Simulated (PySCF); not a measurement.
Run report: B2H6, frequency calculation

System: B2H6.
Method: RKS-based PBE0, B def2-TZVP, H def2-TZVP; non-relativistic Hamiltonian; density fitting (PySCF 2.14.0).

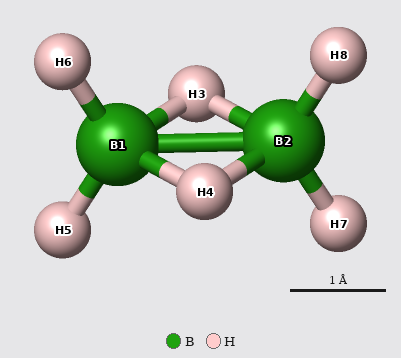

*The structure (ball-and-stick view, seen at a tilt; atoms are numbered from 1 in the order of the input).*

Bond lengths as drawn: B–B 1.75 Å and B–H 1.19 to 1.31 Å.

### The input
```python
from pyscf import gto, scf, dft
mol = gto.M(atom='''
B      0.873602     0.000000     0.000000
B     -0.873602     0.000000     0.000000
H      0.000000     0.982092     0.000000
H      0.000000    -0.982092     0.000000
H      1.453487     0.000000     1.040042
H      1.453487     0.000000    -1.040042
H     -1.453487     0.000000     1.040042
H     -1.453487     0.000000    -1.040042''',
    basis={'B': 'def2-TZVP', 'H': 'def2-TZVP'},
    charge=0, spin=0)
mf = dft.RKS(mol, xc='PBE0')
mf.grids.atom_grid = (75, 302)
aux = {'B': 'def2-universal-JKFIT', 'H': 'def2-universal-JKFIT'}
mf = mf.density_fit(auxbasis=aux)
mf.conv_tol = 1e-09
mf.diis_space = 10
mf.max_cycle = 60
mf.verbose = 4
mf.kernel()
```

The script is an equivalent of the set-up of the self-consistent field. The run itself was carried out by a driver, which started from the orbitals of the step before it where there was one and computed the further properties.

Hardware: 2 threads of Arm Neoverse N1, 54 GiB of memory available, shared host.

Run as:
```bash
OMP_NUM_THREADS=2 python axn.py task.json out
```

### Output
```
init E= -53.2100981767931
  HOMO = -0.338689690702198  LUMO = -0.0349430479830382  gap/eV = 8.26537
cycle= 1 E= -53.2100981767934  delta_E= -2.98e-13  |g|= 1.19e-06  |ddm|= 2.25e-06
  HOMO = -0.338690047914238  LUMO = -0.0349434609608608  gap/eV = 8.26537
Extra cycle  E= -53.2100981767934  delta_E= 2.84e-14  |g|= 9.41e-07  |ddm|= 1.69e-06
converged SCF energy = -53.2100981767934
```

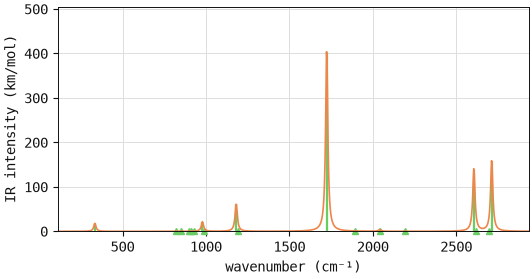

*Harmonic infrared spectrum, unscaled: sticks (degenerate modes added up, dark ones marked on the axis) with a Lorentzian envelope of 16 cm⁻¹ full width, scaled to the tallest stick.*

18 modes from 334 to 2713 cm⁻¹, none imaginary. The strongest line is at 1724 cm⁻¹ (404 km/mol).

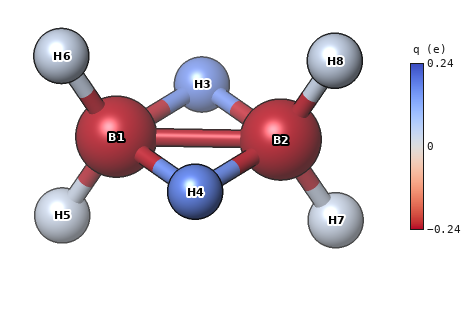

*Mulliken charges, as the colour of each atom (ball-and-stick view, seen at a tilt; atoms are numbered from 1 in the order of the input).*

By element: B −0.23 and H +0.03 to +0.17 e.

### Key numbers

| quantity | value |
| --- | --- |
| outcome | converged |
| total energy | −53.210098 hartree |
| HOMO | −9.22 eV |
| LUMO | −0.95 eV |
| zero-point energy | 0.062811 hartree |
| dipole moment | 0.00 D |
| wavenumbers, lowest and highest | 334 and 2713 cm⁻¹ |
| wall time | 3.5 min (CPU time 4.3 min) |
| peak memory | 1.7 GiB |
